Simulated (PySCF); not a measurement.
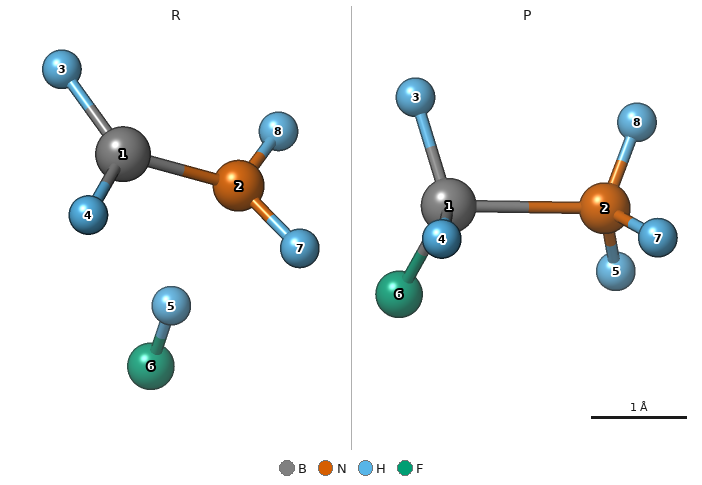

Reactant (R) and product (P) of one elementary step of BNH5F. The picture is a ball-and-stick view, seen from a free direction.

Stationary points at PBE0-D4/def2-TZVP, single-point energies with PBE0-D4, PBE-D4, B3LYP-D4, CCSD(T) (def2-TZVPP where no basis is named; PySCF 2.14.0). The energies are electronic, without zero-point or thermal terms, and both ends are the relaxed geometries reached downhill from the saddle, with any fragments still in contact.

R:
```xyz
8

B     0.4628   -0.0572    0.9996
N    -0.1981   -0.6829   -0.0629
H     1.6558   -0.0176    0.9867
H    -0.1908    0.4410    1.8652
H    -0.3451    0.8599   -1.1698
F    -0.4840    1.5337   -1.8039
H    -1.1917   -0.8545   -0.0546
H     0.2911   -1.2225   -0.7602
```

P:
```xyz
8

B     0.3821    0.5792    0.5033
N    -0.3550   -0.6074   -0.4321
H     1.5242    0.1945    0.6521
H    -0.2803    0.6331    1.5200
H    -0.6445   -0.1542   -1.2950
F     0.2695    1.7148   -0.3037
H    -1.1756   -0.9965    0.0183
H     0.2795   -1.3635   -0.6629
```

### What is the transition state like, and how high is the barrier?

Counted by bonded pieces, R holds BH₄N + HF and P holds BH₅NF. From R over the saddle to P, bonds form: B1–F6 (3.36 → 1.79 → 1.40 Å), N2–H5 (1.90 → 1.39 → 1.02 Å). A bond breaks: H5–F6 (0.94 → 1.08 → 2.30 Å). Bonds that stay but change much: B1–N2 (1.40 → 1.51 → 1.68 Å). The saddle has one imaginary mode, 726i cm⁻¹. The end P keeps a soft imaginary mode of 185i cm⁻¹, so it isn't quite a minimum. With PBE0-D4 the barrier is 13.7 kcal/mol from R and 30.2 kcal/mol from P, and P lies 16.6 kcal/mol below R.

```tsv
level	barrier from R (kcal/mol)	barrier from P (kcal/mol)	P less R (kcal/mol)
PBE0-D4	13.7	30.2	−16.6
PBE-D4	11.5	27.1	−15.6
B3LYP-D4	16.2	30.7	−14.5
CCSD(T)	15.9	31.9	−15.9
```

Saddle geometry:

```xyz
8

B     0.3525    0.2912    0.5888
N    -0.3215   -0.7196   -0.3016
H     1.5447    0.2549    0.6302
H    -0.2895    0.7075    1.5048
H    -0.3379    0.5044   -0.9706
F     0.0273    1.4832   -0.7113
H    -1.2208   -1.0797   -0.0209
H     0.2452   -1.4419   -0.7194
```

The saddle point in the same view, with dashed sticks for the bonds that form or break:

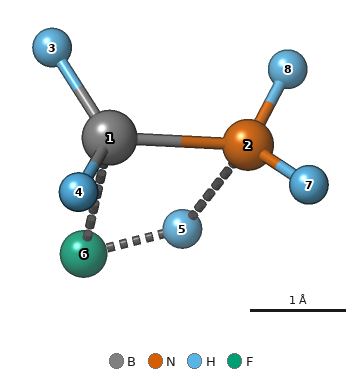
